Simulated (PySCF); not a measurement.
**[Eu(BH4)2]+: other functionals and bases at one geometry**

How far do other levels of theory move the description of [Eu(BH4)2]+, and what does each cost? The structure is generated, not taken from experiment.

The runs use PySCF 2.14.0; several levels, as the steps say, no spin–orbit coupling.

1 further run of the same task is left out (for a known fault of the program).

## (1) The starting structure

11 atoms, charge 1, spin multiplicity 1.

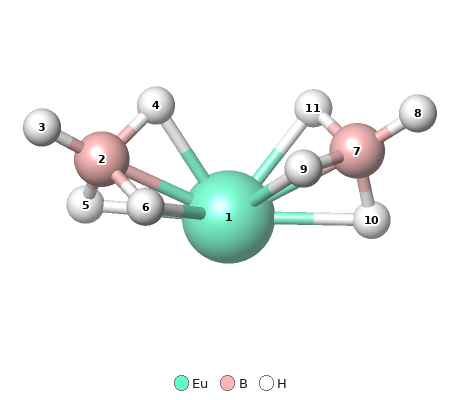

The geometry (europium green, boron pink, hydrogen white); atoms are numbered from 1 in the order of the file.

Geometry (Å):

| atom | x (Å) | y (Å) | z (Å) |
| --- | --- | --- | --- |
| Eu1 | 0.0000 | 0.0001 | -0.4004 |
| B2 | 2.0194 | -0.0017 | 0.9033 |
| H3 | 2.9724 | 0.0182 | 1.6282 |
| H4 | 1.1146 | -0.8116 | 1.2791 |
| H5 | 2.2426 | -0.2964 | -0.3008 |
| H6 | 1.3966 | 1.1072 | 0.8498 |
| B7 | -2.0194 | 0.0016 | 0.9034 |
| H8 | -2.9725 | -0.0184 | 1.6281 |
| H9 | -1.1148 | 0.8118 | 1.2792 |
| H10 | -2.2425 | 0.2962 | -0.3008 |
| H11 | -1.3964 | -1.1071 | 0.8499 |

Formal oxidation states: Eu +3. Each metal's 6 4f electrons lie in its core potential, so multiplicities, spins and levels count the valence alone. An earlier session relaxed this geometry at PBE0, Eu lcecp-1-SVP with ECP52, B def2-SVP, H def2-SVP (singlet, point group C2).

At PBE0 on the finer grid: E = -89.457492 Eh, HOMO -13.94 eV, LUMO -7.65 eV, Mulliken charge on Eu1 +1.06 e, largest force component 0.011 eV/Å. 

Levels to run: BP86; PBE; PBE0, TZVP. Hardware: 2 threads of Arm Neoverse V1, shared host.

## (2) BP86

run.py (the lines that set the calculation)

```python
mol = gto.M(atom='''
Eu    -0.00002     0.00011    -0.40040
B      2.01944    -0.00168     0.90330
H      2.97239     0.01824     1.62823
H      1.11463    -0.81165     1.27914
H      2.24258    -0.29637    -0.30083
H      1.39663     1.10719     0.84976
B     -2.01943     0.00164     0.90338
H     -2.97250    -0.01841     1.62815
H     -1.11479     0.81182     1.27920
H     -2.24252     0.29622    -0.30081
H     -1.39643    -1.10711     0.84994''',
    basis={'Eu': 'lcecp-1-SVP', 'B': 'def2-SVP', 'H': 'def2-SVP'},
    ecp={'Eu': 'lcecp-1-SVP'},
    charge=1, spin=0)
mf = dft.RKS(mol, xc='B88,P86')
mf.grids.atom_grid = (75, 302)  # f atoms: unpruned, at least (60, 302)
mf = mf.density_fit()  # fitting sets: Eu AutoAux, B def2-universal-JKFIT, H def2-universal-JKFIT
mf.conv_tol = 1e-08; mf.max_cycle = 55
mf.kernel(dm0)  # dm0: the density of the relaxed state
```

The run is started by

```
$ OMP_NUM_THREADS=2 python run.py
```

Standard output:

```text
init E= -89.6006969199216
  HOMO = -0.463287010860987  LUMO = -0.316156880841237  gap/eV = 4.00361
cycle= 1 E= -89.6014252918732  delta_E= -0.000728  |g|= 0.0475  |ddm|= 0.309
  HOMO = -0.468976722403059  LUMO = -0.300893981778854  gap/eV = 4.57376
cycle= 2 E= -89.5991223992645  delta_E= 0.0023  |g|= 0.0872  |ddm|= 0.207
  HOMO = -0.463879584943681  LUMO = -0.309660008432652  gap/eV = 4.19653
cycle= 3 E= -89.6024087741637  delta_E= -0.00329  |g|= 0.00485  |ddm|= 0.13
  HOMO = -0.464458542656024  LUMO = -0.310172361672921  gap/eV = 4.19834
cycle= 4 E= -89.602417323858  delta_E= -8.55e-06  |g|= 0.000577  |ddm|= 0.00782
  HOMO = -0.464432968238671  LUMO = -0.310127675816312  gap/eV = 4.19886
cycle= 5 E= -89.6024174281095  delta_E= -1.04e-07  |g|= 0.000138  |ddm|= 0.000855
  HOMO = -0.464428441884931  LUMO = -0.310139389301692  gap/eV = 4.19842
cycle= 6 E= -89.6024174344287  delta_E= -6.32e-09  |g|= 3.01e-05  |ddm|= 0.000228
  HOMO = -0.464430266941981  LUMO = -0.310133885310322  gap/eV = 4.19862
Extra cycle  E= -89.6024174343021  delta_E= 1.27e-10  |g|= 3.46e-05  |ddm|= 8.8e-05
converged SCF energy = -89.6024174343021
```

Run time: 9.3 s. Hardware: 2 threads of Arm Neoverse V1, shared host.

Read off: E = -89.602417 Eh, HOMO -12.64 eV, LUMO -8.44 eV, Mulliken charge on Eu1 +0.90 e, largest force component 0.325 eV/Å. 

## (3) PBE

run.py (the lines that set the calculation): that of step 2 with these lines changed.

```diff
@@ -15,3 +15,3 @@
     charge=1, spin=0)
-mf = dft.RKS(mol, xc='B88,P86')
+mf = dft.RKS(mol, xc='PBE')
 mf.grids.atom_grid = (75, 302)  # f atoms: unpruned, at least (60, 302)
```

The run is started by

```
$ OMP_NUM_THREADS=2 python run.py
```

Standard output:

```text
init E= -89.4453012301181
  HOMO = -0.459489543938174  LUMO = -0.317242159340382  gap/eV = 3.87075
cycle= 1 E= -89.4461379328443  delta_E= -0.000837  |g|= 0.0489  |ddm|= 0.325
  HOMO = -0.465145680912064  LUMO = -0.301627354937817  gap/eV = 4.44956
cycle= 2 E= -89.4438779174105  delta_E= 0.00226  |g|= 0.0871  |ddm|= 0.218
  HOMO = -0.460348480990013  LUMO = -0.310812869444667  gap/eV = 4.06907
cycle= 3 E= -89.447199134647  delta_E= -0.00332  |g|= 0.00746  |ddm|= 0.135
  HOMO = -0.461149708112591  LUMO = -0.311351162756432  gap/eV = 4.07623
cycle= 4 E= -89.4472187439446  delta_E= -1.96e-05  |g|= 0.000845  |ddm|= 0.0108
  HOMO = -0.461070944364106  LUMO = -0.311292409712447  gap/eV = 4.07568
cycle= 5 E= -89.4472189974448  delta_E= -2.54e-07  |g|= 0.000186  |ddm|= 0.00126
  HOMO = -0.461060357584665  LUMO = -0.311303684901463  gap/eV = 4.07509
cycle= 6 E= -89.4472190084373  delta_E= -1.1e-08  |g|= 4.13e-05  |ddm|= 0.000301
  HOMO = -0.461061515284595  LUMO = -0.311301843233943  gap/eV = 4.07517
cycle= 7 E= -89.4472190089498  delta_E= -5.12e-10  |g|= 9.62e-06  |ddm|= 6.42e-05
  HOMO = -0.461063539777081  LUMO = -0.311301548544811  gap/eV = 4.07523
Extra cycle  E= -89.447219008926  delta_E= 2.38e-11  |g|= 1.24e-05  |ddm|= 3.36e-05
converged SCF energy = -89.447219008926
```

Wall time 12 s (2 threads of Arm Neoverse V1, shared host).

Read off: E = -89.447219 Eh, HOMO -12.55 eV, LUMO -8.47 eV, Mulliken charge on Eu1 +0.85 e, largest force component 0.282 eV/Å. 

## (4) PBE0, TZVP

Basis: Eu lcecp-1-TZVP with ECP52, B def2-TZVP, H def2-TZVP. 

run.py (the lines that set the calculation): that of step 3 with these lines changed.

```diff
@@ -12,6 +12,6 @@
 H     -1.39643    -1.10711     0.84994''',
-    basis={'Eu': 'lcecp-1-SVP', 'B': 'def2-SVP', 'H': 'def2-SVP'},
-    ecp={'Eu': 'lcecp-1-SVP'},
+    basis={'Eu': 'lcecp-1-TZVP', 'B': 'def2-TZVP', 'H': 'def2-TZVP'},
+    ecp={'Eu': 'lcecp-1-TZVP'},
     charge=1, spin=0)
-mf = dft.RKS(mol, xc='PBE')
+mf = dft.RKS(mol, xc='PBE0')
 mf.grids.atom_grid = (75, 302)  # f atoms: unpruned, at least (60, 302)
@@ -19,2 +19,2 @@
 mf.conv_tol = 1e-08; mf.max_cycle = 55
-mf.kernel(dm0)  # dm0: the density of the relaxed state
+mf.kernel(dm0)  # dm0: free metal ions and neutral atoms
```

The run is started by

```
$ OMP_NUM_THREADS=2 python run.py
```

Standard output:

```text
init E= -89.0246782032997
  HOMO = -0.58032758263147  LUMO = -0.320122590321839  gap/eV = 7.08054
cycle= 1 E= -89.4294855390612  delta_E= -0.405  |g|= 0.506  |ddm|= 2.17
  HOMO = -0.449394503446254  LUMO = -0.308519134601628  gap/eV = 3.83341
cycle= 2 E= -89.3758881088545  delta_E= 0.0536  |g|= 0.635  |ddm|=  1.2
  HOMO = -0.510131766080045  LUMO = -0.266376907299856  gap/eV = 6.63291
cycle= 3 E= -89.5163117906247  delta_E= -0.14  |g|= 0.0714  |ddm|= 0.691
  HOMO = -0.512473240138612  LUMO = -0.28249031160567  gap/eV = 6.25815
cycle= 4 E= -89.5182377925275  delta_E= -0.00193  |g|= 0.016  |ddm|= 0.101
  HOMO = -0.512792205023491  LUMO = -0.279352497911448  gap/eV = 6.35222
cycle= 5 E= -89.5183246350605  delta_E= -8.68e-05  |g|= 0.00395  |ddm|= 0.0208
  HOMO = -0.512609008711942  LUMO = -0.279435588269332  gap/eV = 6.34497
cycle= 6 E= -89.5183288236328  delta_E= -4.19e-06  |g|= 0.000418  |ddm|= 0.00413
  HOMO = -0.512611056500865  LUMO = -0.279441782001117  gap/eV = 6.34486
cycle= 7 E= -89.5183288735349  delta_E= -4.99e-08  |g|= 6e-05  |ddm|= 0.000524
  HOMO = -0.512606130607602  LUMO = -0.279447271953317  gap/eV = 6.34458
cycle= 8 E= -89.5183288749024  delta_E= -1.37e-09  |g|= 1.16e-05  |ddm|= 7.34e-05
  HOMO = -0.512605799356031  LUMO = -0.279448046155733  gap/eV = 6.34455
Extra cycle  E= -89.5183288749282  delta_E= -2.58e-11  |g|= 9.39e-06  |ddm|= 2.29e-05
converged SCF energy = -89.5183288749282
```

It took 25 s on 2 threads of Arm Neoverse V1, shared host.

Result: E = -89.518329 Eh, HOMO -13.95 eV, LUMO -7.60 eV, Mulliken charge on Eu1 +1.36 e, largest force component 0.253 eV/Å. 

## (5) All levels side by side

| level | state | HOMO (eV) | gap (eV) | charge on Eu1 (e) | dipole (D) | largest force (eV/Å) | basis functions | time |
| --- | --- | --- | --- | --- | --- | --- | --- | --- |
| PBE0 (relaxed here) | singlet | -13.94 | 6.29 | 1.06 | 4.44 | 0.01 | 101 | 23 s |
| BP86 | singlet | -12.64 | 4.20 | 0.90 | 4.09 | 0.32 | 101 | 9.3 s |
| PBE | singlet | -12.55 | 4.08 | 0.85 | 4.07 | 0.28 | 101 | 12 s |
| PBE0, TZVP | singlet | -13.95 | 6.34 | 1.36 | 4.41 | 0.25 | 157 | 25 s |

Times are on 2 threads of Arm Neoverse V1, shared host; the first row also made further properties. The dipole of a charged species depends on the origin, so these sizes hold for this origin alone.

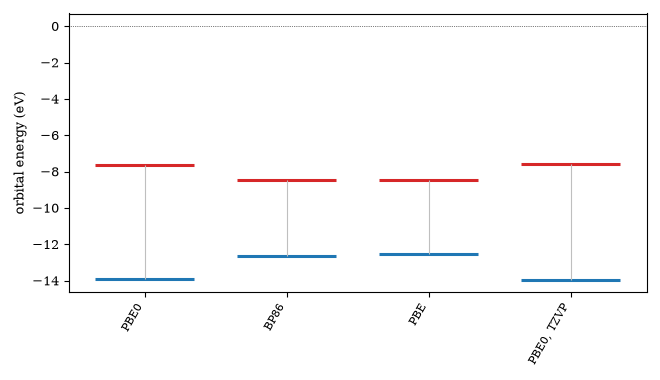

Highest filled and lowest empty level, method by method.

In one basis the HOMO–LUMO gap runs from 4.08 eV (PBE) to 6.29 eV (PBE0). The largest leftover force, 0.32 eV/Å with BP86, stands at a geometry relaxed at another level. The Mulliken charge on Eu spans +0.85 to +1.36 e over the levels. With 4f in the core, its levels are missing from HOMO and gap. Total energies of different levels can't be compared. Spin–orbit coupling is left out throughout.
